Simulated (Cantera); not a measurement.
Input: 1 mol BN, 120 mol H2, 5.7 mol O2, at 2.00 mbar.

Equilibrium computed with Cantera from the NASA thermochemical tables; the gas is ideal and each condensed phase is pure. Candidate condensed phases: B, BN, B2O3, B3O3H3, H2O; 39 gas species. Gases not in the tables: H3BO3. Equilibrium is a limit: real reactors are often held back by kinetics, nucleation or transport.

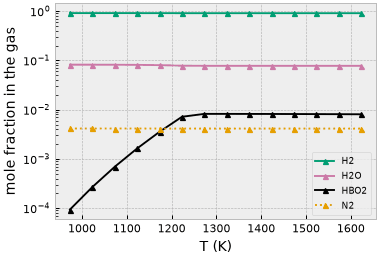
Figure. Equilibrium gas composition (values under 1e-9 drawn at 1e-9)

From 973 K to 1223 K the condensed part is B2O3(l). From 1273 K to 1623 K nothing is condensed.
